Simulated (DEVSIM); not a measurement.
Device: In0.49Ga0.51P/GaAs n-p heterojunction, at 400 K.

```csv
layer (left to right),material,thickness (μm),Nd (cm⁻³),Na (cm⁻³),τn (s),τp (s)
1,In0.49Ga0.51P,1.80,7.4e16,-,8.5e-10,8.5e-10
2,GaAs,3.80,-,8.4e15,8.5e-10,8.5e-10
```

Left contact: ohmic. Right contact: ohmic. Voltage is applied to the left contact. Recombination: SRH at mid-gap, Auger. Mobility is μmin + (μ − μmin)/(1 + (N/Nref)^α).

Constants are typed, rounded textbook-type inputs, not results; the design itself was drawn at random and stands for no fabricated device. Values at 300 K; Nc and Nv go as T^1.5, mobilities as T to minus their exponent, the gap by Varshni's rule with the affinity fixed.

```csv
parameter,In0.49Ga0.51P,GaAs
gap (eV),1.89,1.424
affinity (eV),4,4.07
permittivity,11.8,12.9
Nc (cm⁻³),9e17,4.7e17
Nv (cm⁻³),1.3e19,9e18
μn (cm²/Vs),1500,8500
μp (cm²/Vs),80,400
"μn,min",400,500
"μp,min",15,20
"Nref,n",2e16,6e16
"Nref,p",1.5e17,1.5e17
αn,0.7,0.39
αp,0.8,0.38
T exponent of μn,1.66,2.1
T exponent of μp,2,2.2
Cn (cm⁶/s),3e-30,1e-30
Cp (cm⁶/s),3e-30,1e-30
Varshni α (eV/K),0.0005,0.000541
Varshni β (K),250,204
```

DEVSIM, 1D drift-diffusion, Boltzmann statistics, complete ionisation; no tunnelling, impact ionisation, image-force lowering or self-heating. Band offsets follow the typed affinities; no thermionic-emission limit at abrupt steps, no polarisation charge.

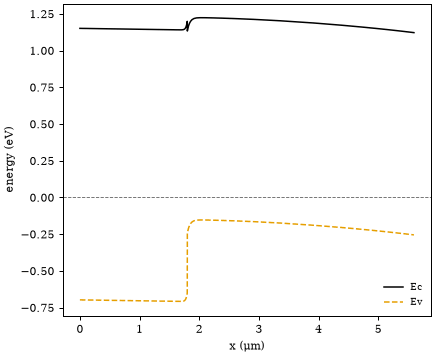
*Band edges at -1.05 V on the left contact*

Energies count from the Fermi level of the right contact; mesh points crowd at the junctions.

```csv
x (μm),Ec (eV),Ev (eV),n (cm⁻³),p (cm⁻³),field (V/cm)
0.000,1.151,-0.698,7.4e16,< 1e2,-61
0.007962,1.151,-0.698,7.4e16,350000,-61
0.02906,1.151,-0.698,7.4e16,1300000,-61
0.08495,1.151,-0.698,7.4e16,3700000,-61
0.3243,1.149,-0.700,7.4e16,1.6e7,-61
0.8673,1.146,-0.703,7.4e16,9.9e7,-61
1.449,1.142,-0.707,7.4e16,5.9e8,-61
1.708,1.141,-0.708,7.3e16,1.3e9,170
1.768,1.152,-0.696,5.2e16,2.2e9,6500
1.791,1.179,-0.669,2.4e16,5.0e9,19000
1.800,1.199,-0.650,1.3e16,8.9e9,26000
1.812,1.153,-0.224,2.6e16,1.4e15,17000
1.839,1.187,-0.191,9.8e15,3.8e15,8900
1.910,1.218,-0.159,3.9e15,9.4e15,1700
2.219,1.222,-0.155,2.7e15,1.1e16,-100
2.922,1.212,-0.165,2.0e15,1.0e16,-190
4.388,1.172,-0.205,1.1e15,9.5e15,-350
5.147,1.143,-0.234,5.6e14,9.0e15,-430
5.480,1.128,-0.250,1.8e14,8.6e15,-480
5.558,1.124,-0.253,6.7e13,8.5e15,-490
5.587,1.123,-0.255,2.1e13,8.4e15,-490
5.600,1.122,-0.255,5300,8.4e15,-490
```
